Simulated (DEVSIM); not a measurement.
System: abrupt Si p-n junction, at 300 K.

| layer (left to right) | material | thickness (μm) | Nd (cm⁻³) | Na (cm⁻³) | τn (s) | τp (s) |
|---|---|---|---|---|---|---|
| 1 | Si | 0.520 | - | 1.5e15 | 2e-7 | 2e-7 |
| 2 | Si | 0.620 | 7e16 | - | 2e-7 | 2e-7 |

Left contact: ohmic. Right contact: ohmic. Voltage is applied to the left contact. Recombination: SRH at mid-gap, radiative. Mobility is μmin + (μ − μmin)/(1 + (N/Nref)^α).

The device is made up for the run: typed textbook-type constants, with dimensions and the other settings drawn at random. Values at 300 K.

```tsv
parameter	Si
gap (eV)	1.124
affinity (eV)	4.05
permittivity	11.7
Nc (cm⁻³)	2.86e19
Nv (cm⁻³)	3.1e19
μn (cm²/Vs)	1417
μp (cm²/Vs)	470
μn,min	52
μp,min	45
Nref,n	9.7e16
Nref,p	2.2e17
αn	0.68
αp	0.72
B (cm³/s)	4.7e-15
```

Simulated with DEVSIM: 1D drift-diffusion, Boltzmann statistics, complete ionisation; no tunnelling, impact ionisation, image-force lowering or self-heating.

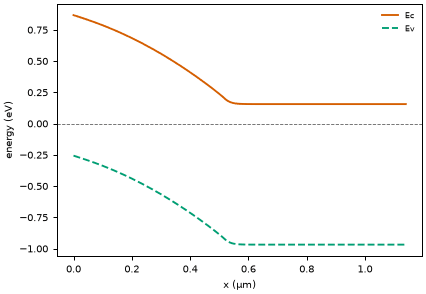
Figure. Band edges at zero bias

Energies count from the Fermi level of the right contact; mesh points crowd at the junctions.

| x (μm) | Ec (eV) | Ev (eV) | n (cm⁻³) | p (cm⁻³) | field (V/cm) |
|---|---|---|---|---|---|
| 0.000 | 0.867 | -0.257 | 77000 | 1.5e15 | -7500 |
| 0.01483 | 0.856 | -0.268 | 120000 | 9.7e14 | -7600 |
| 0.03559 | 0.840 | -0.284 | 220000 | 5.3e14 | -7800 |
| 0.07029 | 0.812 | -0.312 | 660000 | 1.8e14 | -8400 |
| 0.1421 | 0.746 | -0.378 | 8500000 | 1.4e13 | -10000 |
| 0.2362 | 0.641 | -0.483 | 4.9e8 | 2.4e11 | -12000 |
| 0.3334 | 0.511 | -0.613 | 7.3e10 | 1.6e9 | -14000 |
| 0.4285 | 0.363 | -0.761 | 2.3e13 | 5200000 | -17000 |
| 0.4680 | 0.296 | -0.828 | 3.1e14 | 380000 | -18000 |
| 0.4961 | 0.245 | -0.879 | 2.2e15 | 52000 | -19000 |
| 0.5130 | 0.212 | -0.912 | 7.9e15 | 15000 | -20000 |
| 0.5305 | 0.179 | -0.945 | 2.8e16 | 4200 | -13000 |
| 0.5493 | 0.163 | -0.961 | 5.2e16 | 2200 | -4800 |
| 0.5808 | 0.157 | -0.968 | 6.7e16 | 1700 | -690 |
| 0.6467 | 0.155 | -0.969 | 7.0e16 | 1700 | -10 |
| 0.7337 | 0.155 | -0.969 | 7.0e16 | 1700 | ≈ 0 |
| 0.8543 | 0.155 | -0.969 | 7.0e16 | 1700 | ≈ 0 |
| 0.9675 | 0.155 | -0.969 | 7.0e16 | 1700 | ≈ 0 |
| 1.053 | 0.155 | -0.969 | 7.0e16 | 1700 | ≈ 0 |
| 1.094 | 0.155 | -0.969 | 7.0e16 | 1700 | ≈ 0 |
| 1.120 | 0.155 | -0.969 | 7.0e16 | 1700 | ≈ 0 |
| 1.140 | 0.155 | -0.969 | 7.0e16 | 1700 | ≈ 0 |
